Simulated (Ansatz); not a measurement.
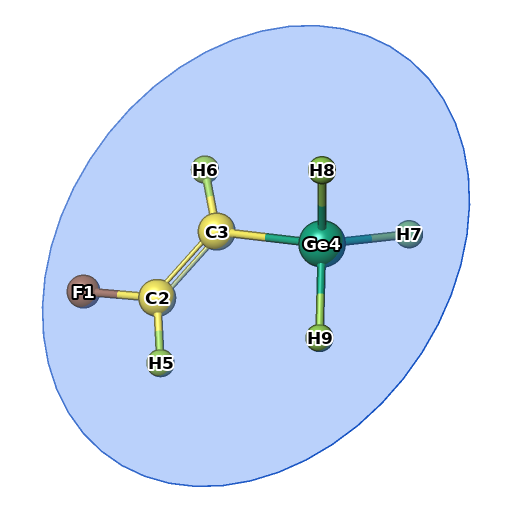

A disc through the centre of mass is drawn in. Depth is shown by fading: the farther an atom, the more it takes the colour of the background. The computed structure is the end point of a PBE0-D4/def2-TZVP optimisation. No frequency run is at hand to confirm it as a minimum.

**Is the plane of the disc a mirror plane of the structure?**

Yes. The reflection leaves F1, C2, C3, Ge4, H5, H6, H9 in place and moves H7 ↔ H8. The point group is Cs.
